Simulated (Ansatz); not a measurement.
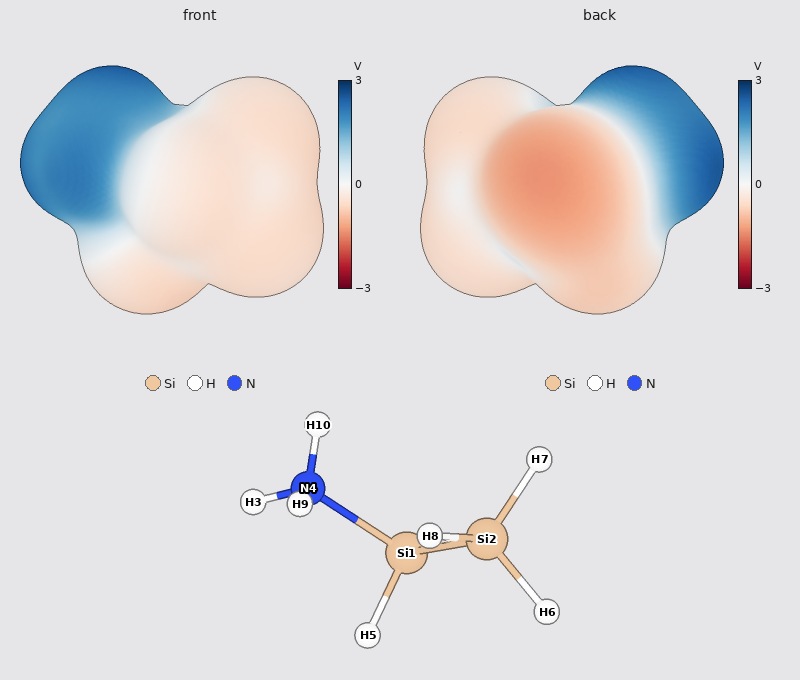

The picture shows: H$_{7}$NSi$_{2}$. The electrostatic potential painted on the density surface at 0.001 e/bohr³, seen from the front and from behind; red is negative and blue positive. The bare structure is drawn below in the same view.

The reactant side of a reaction path; geometry: PBE0-D4/def2-TZVP.

Computed with RKS PBE0-D4/def2-TZVPP (Ansatz).

Input

```
crystal:
  periodic: [false, false, false]
  atoms:
    - {symbol: Si, position_ang: [-1.278880, -0.719865, 0.035551]}
    - {symbol: Si, position_ang: [0.978497, -0.985720, 0.735784]}
    - {symbol: H, position_ang: [-1.576615, 1.502039, -1.198052]}
    - {symbol: N, position_ang: [-0.753122, 0.932438, -1.032511]}
    - {symbol: H, position_ang: [-1.535310, 0.194346, 1.230595]}
    - {symbol: H, position_ang: [1.082891, -1.614889, 2.084482]}
    - {symbol: H, position_ang: [1.823763, -1.809285, -0.182830]}
    - {symbol: H, position_ang: [1.694062, 0.338805, 0.818605]}
    - {symbol: H, position_ang: [-0.056689, 1.498636, -0.555093]}
    - {symbol: H, position_ang: [-0.378496, 0.663695, -1.936531]}
basis:
  gaussian: {orbitals: def2-TZVPP}
hamiltonian: {xc: pbe0, dispersion: d4}
output: {orbitals: {seedname: orbitals}}
```

Run with:

```sh
ansatz run in.yaml --threads 2 --pin off --events-out ev --progress --plain --max-ram 4352MiB
```

Q: Which sites attract a positive test charge, and which a negative one?

A: A positive charge is drawn to the negative regions and a negative charge to the positive ones. The most negative region (about −1.3 V, or −30 kcal/mol for a unit charge) lies over H5, the most positive (about +2.5 V, or +58 kcal/mol for a unit charge) over H3 and H10.
